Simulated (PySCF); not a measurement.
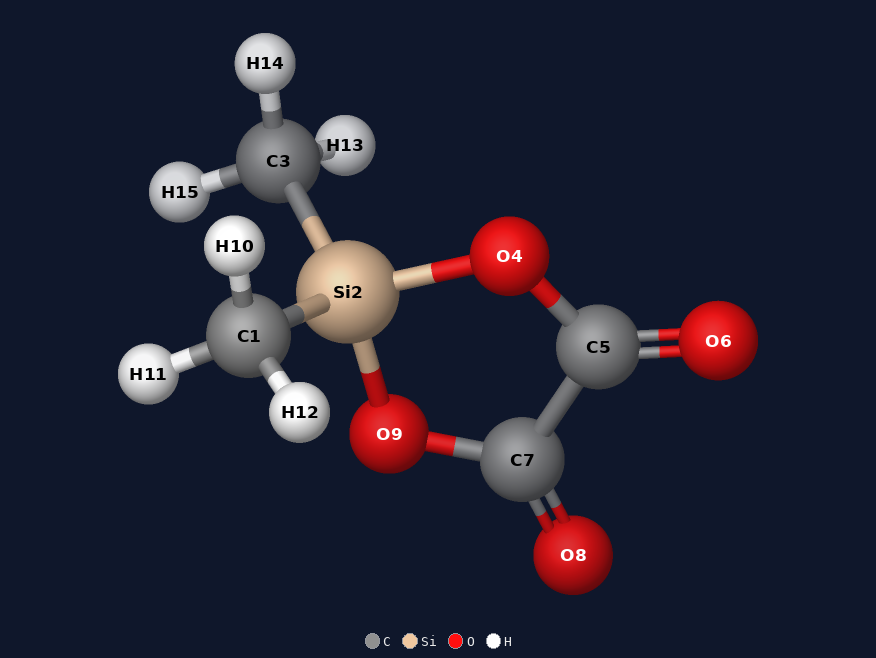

Computed geometry: GFN2-xTB optimisation. No frequency run is at hand to confirm it as a minimum. Electric field gradients from the ground-state density, PBE0/pcSseg-1 (PySCF 2.14.0), non-relativistic apart from any core potentials.

Give the largest field-gradient component, the quadrupole coupling constant and the asymmetry for 17O at O4 (Q = −25.6 mb), 17O at O6 (Q = −25.6 mb), 2H at H10 (Q = 2.86 mb), 2H at H12 (Q = 2.86 mb).

```json
{"atom": "O4", "V_zz (a.u.)": "1.276", "e²qQ/h (MHz)": "−7.68", "η": "0.13"}
{"atom": "O6", "V_zz (a.u.)": "−1.741", "e²qQ/h (MHz)": "10.47", "η": "0.39"}
{"atom": "H10", "V_zz (a.u.)": "0.324", "e²qQ/h (MHz)": "0.218", "η": "0.01"}
{"atom": "H12", "V_zz (a.u.)": "0.317", "e²qQ/h (MHz)": "0.213", "η": "0.00"}
```

The geometry is semi-empirical. Around Si such bond lengths and angles can be off by a tenth of an ångström or more and by several degrees, and values that hang on the shape move with them.
